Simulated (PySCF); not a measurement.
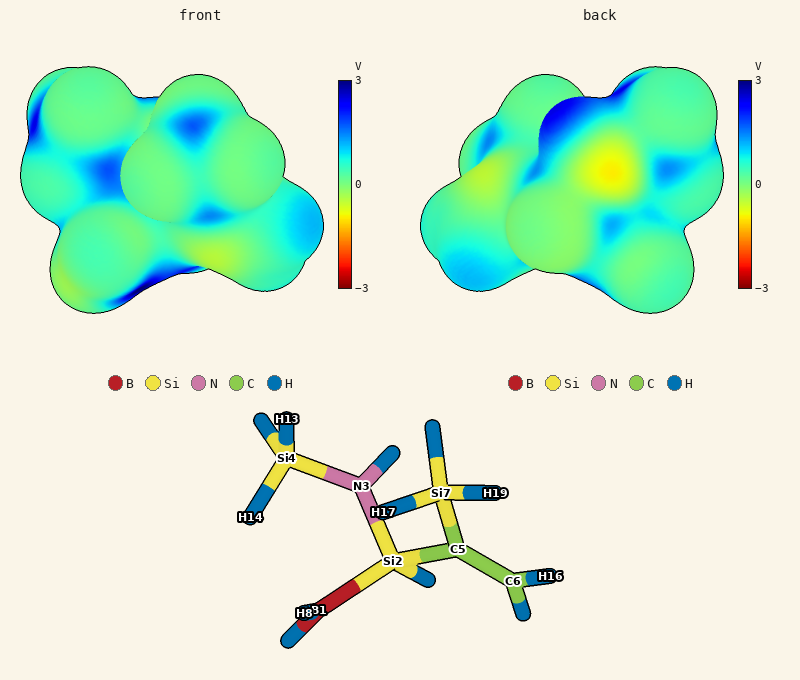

Figure 1: C$_{2}$H$_{12}$BNSi$_{3}$. The molecular electrostatic potential painted on the density surface at 0.004 e/bohr³, seen from the front and from behind; red is negative and blue positive. The bare structure is drawn below in the same view.

Geometry: GFN2-xTB.

These are results of PySCF 2.14.0, PBE0/def2-SVPD, SCF density, gas phase, not measurements.

```yaml
atoms:
  - { symbol: B, position_ang: [0.3932, 1.4620, -1.8310] }
  - { symbol: Si, position_ang: [-0.0479, -0.3470, -1.2263] }
  - { symbol: N, position_ang: [1.3955, -0.8632, -0.3679] }
  - { symbol: Si, position_ang: [2.6827, 0.1490, 0.1546] }
  - { symbol: C, position_ang: [-1.5236, -0.4590, -0.0199] }
  - { symbol: C, position_ang: [-2.6945, -0.9446, -0.4230] }
  - { symbol: Si, position_ang: [-1.2932, 0.1668, 1.7471] }
  - { symbol: H, position_ang: [0.1184, 2.4039, -1.1941] }
  - { symbol: H, position_ang: [0.8912, 1.6571, -2.8705] }
  - { symbol: H, position_ang: [-0.2681, -1.4313, -2.2163] }
  - { symbol: H, position_ang: [1.3726, -1.7919, 0.0225] }
  - { symbol: H, position_ang: [3.9471, -0.5699, -0.0228] }
  - { symbol: H, position_ang: [2.5565, 0.5864, 1.5513] }
  - { symbol: H, position_ang: [2.5744, 1.3093, -0.7456] }
  - { symbol: H, position_ang: [-2.8500, -1.3079, -1.4294] }
  - { symbol: H, position_ang: [-3.5576, -1.0057, 0.2252] }
  - { symbol: H, position_ang: [-0.8650, 1.5701, 1.7305] }
  - { symbol: H, position_ang: [-0.2813, -0.6367, 2.4418] }
  - { symbol: H, position_ang: [-2.5603, 0.0621, 2.4814] }
```

Question: Which sites attract a positive test charge, and which a negative one?

Answer: A positive charge is drawn to the negative regions and a negative charge to the positive ones. The most negative region (about −0.8 V) lies over N3, the most positive (about +2.6 V) over B1.

Question: What dipole moment does the calculation give?

Answer: Its dipole moment is 0.56 D.
